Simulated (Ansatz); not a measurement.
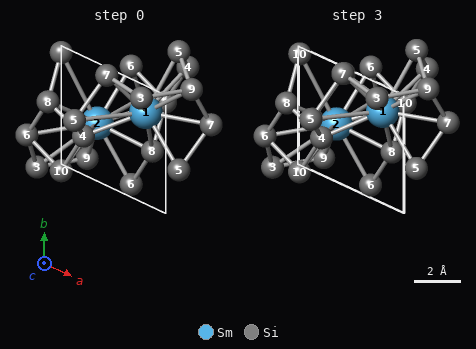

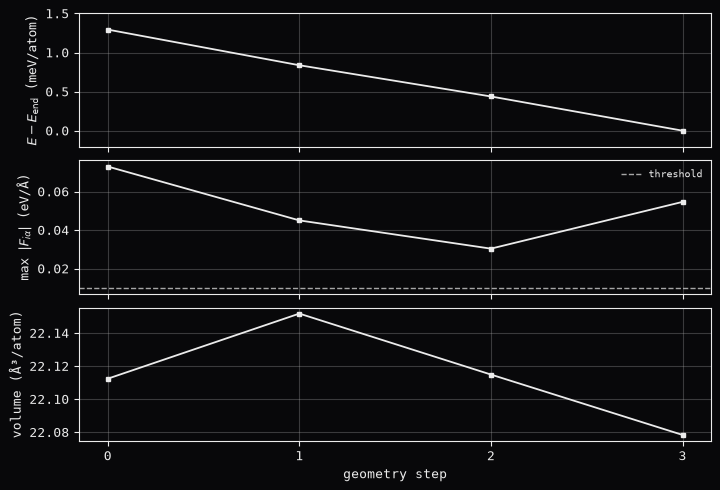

First and last geometry of a relaxation of a crystal of SmSi₄ (a generated structure, set up in P1), with the history of the run. A ball-and-stick model of the cell of the calculation, seen along the c axis.

The calculation used DFT PBE, scalar-relativistic, plane waves, PAW; 4f electrons in the core of a trivalent norm-conserving potential in Ansatz 0.2.0.

Input
```yaml
crystal:
  lattice:
    - [5.1340847907, 0.0, 0.0]
    - [-2.1910904457, 4.7124530317, 0.0]
    - [-1.4052895883, -0.733016061, 9.1395546114]
  atoms:
    - { symbol: Sm, position: [0.8113380758, 0.7753690077, 0.9207370863] }
    - { symbol: Sm, position: [0.3459983008, 0.4900344245, 0.4832989403] }
    - { symbol: Si, position: [0.768432109, 0.8778658791, 0.2669613745] }
    - { symbol: Si, position: [0.2139276129, 0.3258444187, 0.7923336045] }
    - { symbol: Si, position: [0.1276652481, 0.42154659, 0.0301703918] }
    - { symbol: Si, position: [0.6713425077, 0.1085027592, 0.4618248923] }
    - { symbol: Si, position: [0.4368477723, 0.9318461329, 0.0641270698] }
    - { symbol: Si, position: [0.8743683696, 0.4737475074, 0.6599094317] }
    - { symbol: Si, position: [0.2494154672, 0.1518995095, 0.2124433985] }
    - { symbol: Si, position: [0.0006645368, 0.943343771, 0.6081938101] }
basis:
  ecutwfc: 690
kpoints:
  mp_grid: { grid: [8, 8, 4] }
hamiltonian:
  xc: pbe
  pseudopotentials:
    kind: paw
    azcp: { Sm: "pseudopotentials/pbe/nc/lanthanide_3plus/Sm.nc.azcp" }
scf:
  occupations: { method: gaussian, width: 0.1 }
output:
  forces: true
  stress: true
  eigenvalues: true
relax:
  adjacent_minimum: "off"
  f_tol: 0.01
  max_steps: 80
  cell: { stress_tol: 0.05 }
```

Run as
```bash
ansatz run input.yaml --threads 1 --pin off --max-ram 2560MiB --backend cpu --events-out ev --progress --plain --runs-dir out
```

> What do the curves and the structures tell?

The run was cut off at its time limit before the relaxation converged, so the last structure is only a point on the way. Si7 moves most relative to the cell: 0.12 Å along [−2 2 −1]. Largest moves by element: Si 0.12 Å, Sm 0.09 Å. Cell: a 5.134 → 5.173 Å (+0.8 %), b 5.197 → 5.185 Å (−0.2 %), c 9.276 → 9.188 Å (−1.0 %), β 98.7° → 99.2°, γ 114.9° → 114.4°. Volume −0.2 %. Among the contacts that change: Sm2–Si3 3.617 → 3.764 Å, Sm1–Si3 3.307 → 3.203 Å, Sm2–Si3 (another image) 3.239 → 3.288 Å, Sm2–Si6 3.156 → 3.193 Å. Bond angles that change, for instance: Sm1–Si4–Sm1 130.1° → 134.8°, Sm2–Si3–Si9 150.4° → 146.0°, Si6–Si3–Si9 111.6° → 107.2°. The space group stays P1 (No. 1). Over 3 geometry steps the energy falls by 1.3 meV per atom. The largest force component goes from 0.073 to 0.055 eV/Å. Pressure: 0.01 GPa at the start and 0.01 GPa at the end. Cost: 6.3 min on 1 thread of AMD EPYC 9R45 96-Core Processor (Zen 5) (shared host), peak memory 1.7 GiB.
